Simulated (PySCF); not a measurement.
## A study: BBrGeH$_{3}$O, doublet, SMILES `[GeH2][O]BBr`

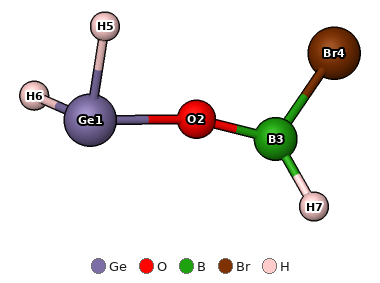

The molecule, with its atoms numbered as below. No frequency check shows the geometry to be a minimum.

Cartesian coordinates (Å):

```
Ge1     -2.2608    0.0576    0.0000
O2      -0.5174   -0.3276    0.0001
B3       0.6383   -0.9236   -0.0001
Br4      2.1963    0.1550    0.0000
H5      -2.1836    1.0305    1.2607
H6      -2.1829    1.0316   -1.2610
H7       0.7904   -2.0914   -0.0007
```

Part 1: Bonding charge

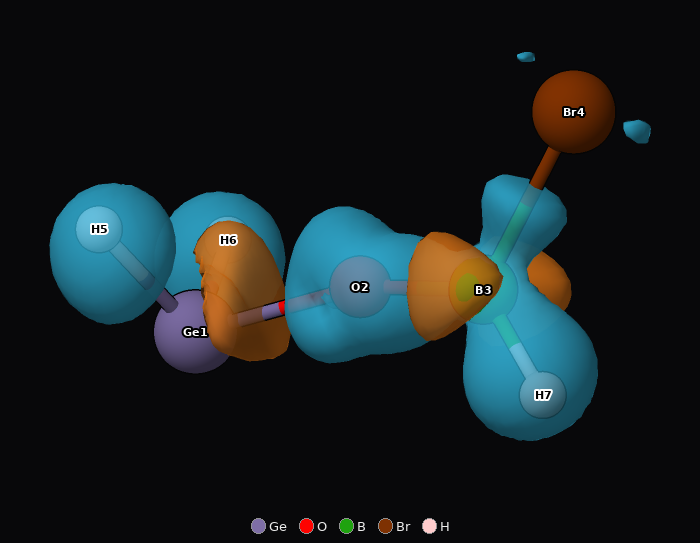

Deformation density (molecule less spherical, spin-averaged free atoms at the same positions), surfaces at ±0.09 e/Å³; light blue: gain, orange: loss.

PySCF calculation, M06-2X/def2-SVP, gas phase; geometry: GFN2-xTB. The stability of the open-shell solution wasn't checked. GFN2-xTB doesn't know the spin state, so this open-shell geometry is rough.

**How much density has each bond gained at its critical point, relative to the free atoms?**

B3–H7: +0.48 e/Å³ at the bond critical point (bond length 1.18 Å, Mayer order 0.9). O2–B3: +0.35 e/Å³ at the bond critical point (bond length 1.30 Å, Mayer order 1.5). Ge1–H5 and Ge1–H6: +0.23 e/Å³ at the bond critical point (bond length 1.59 Å, Mayer order 0.9). B3–Br4: +0.18 e/Å³ at the bond critical point (bond length 1.90 Å, Mayer order 1.1). Ge1–O2: −0.04 e/Å³ at the bond critical point (bond length 1.78 Å, Mayer order 0.8); up to 0.6 Å beside the axis the gain reaches +0.15 e/Å³. In all, 1.6 electrons gather in the regions of gain relative to the promolecule. A small or negative value marks a very polar bond, one between electron-rich atoms, whose free-atom densities already overlap strongly, a long bond to a heavier atom, or a closed-shell contact such as a hydrogen bond.

**Where do the Hirshfeld charges lie?**

The highest Hirshfeld charge is on Ge1 (+0.41 e), the lowest on O2 (−0.26 e).

| atom | charge (e) |
| --- | --- |
| Ge1 | +0.41 |
| O2 | −0.26 |
| B3 | +0.16 |
| Br4 | −0.11 |
| H5 | −0.07 |
| H6 | −0.07 |
| H7 | −0.07 |

Part 2: Local ionisation energy

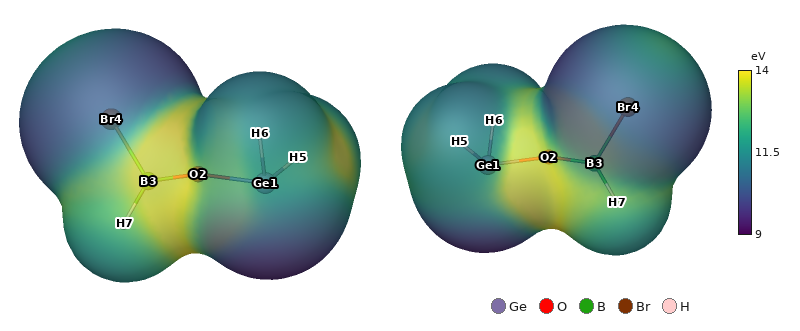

Average local ionisation energy on the surface of electron density 0.001 a.u. (back view left, front view right).

**Where are the most loosely bound electrons on this surface?**

The lowest value is 9.4 eV, 2.4 Å from Ge1. Further minima include 9.9 eV, 2.2 Å from Br4; 10.0 eV, 2.2 Å from Br4; 11.0 eV, 1.5 Å from H6, and at like points elsewhere. For comparison, the highest occupied orbital lies at −8.3 eV.

**What volume does the surface enclose, and what is the dipole moment?**

About 125 Å³; the dipole moment is 3.8 D.

Part 3: Spin density

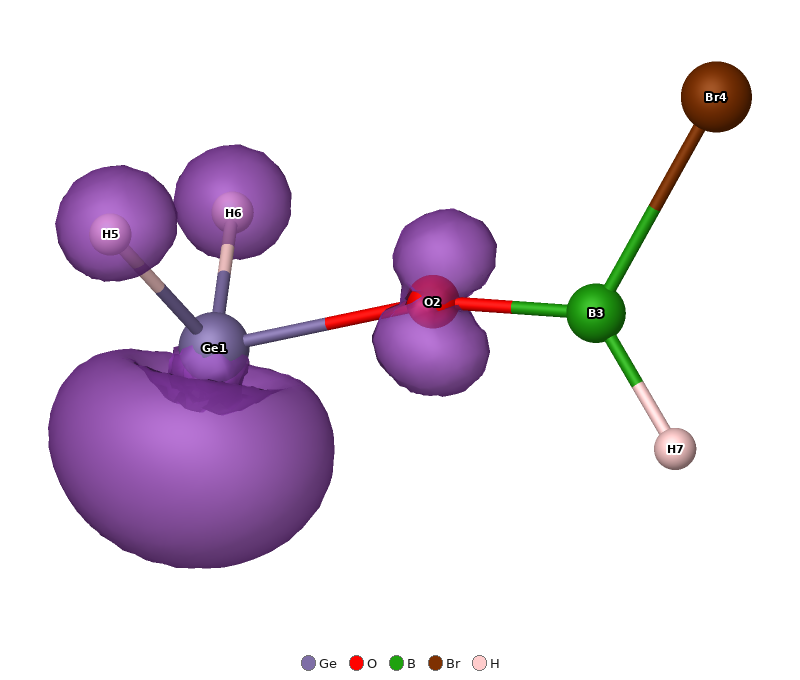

Spin density ρα − ρβ at ±0.05 e/Å³ (purple: excess α, green: excess β).

**Give the atomic spin populations that go with this picture.**

Hirshfeld spin populations: Ge1 +0.72, O2 +0.09 and H5 and H6 +0.09. ⟨S²⟩ = 0.75, as for a pure state.

Part 4: In an electric field

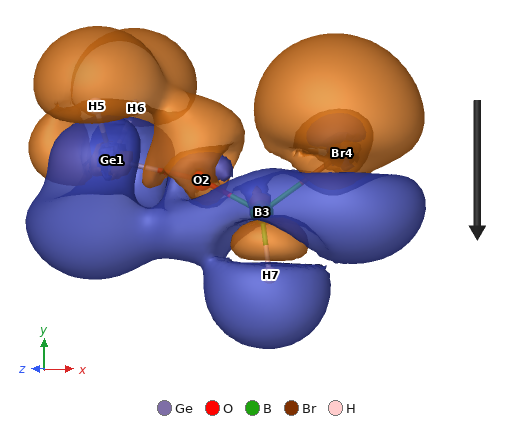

Change of the electron density in a uniform field of 0.51 V/Å along −y (arrow), surfaces at ±0.0015 e/Å³ (orange: gain, blue: loss).

Level of theory: B3LYP/def2-SVPD (PySCF), at a geometry from GFN2-xTB. The stability of the open-shell solution wasn't checked. GFN2-xTB doesn't know the spin state, so this open-shell geometry is rough.

**How large is the response?**

The induced dipole is 1.74 D (along the field); α along this axis, from the fields in both directions, is 69 bohr³ (10.2 Å³).

**Which atoms gain and lose the most charge?**

Electrons gather most on Br4 (Hirshfeld charge changes by −0.025 e) and leave Ge1 most (+0.025 e); 0.153 electrons are displaced in all.

The PySCF runs shown took 45 s and 98 s on 1 thread of Arm Neoverse V2, on a shared host.
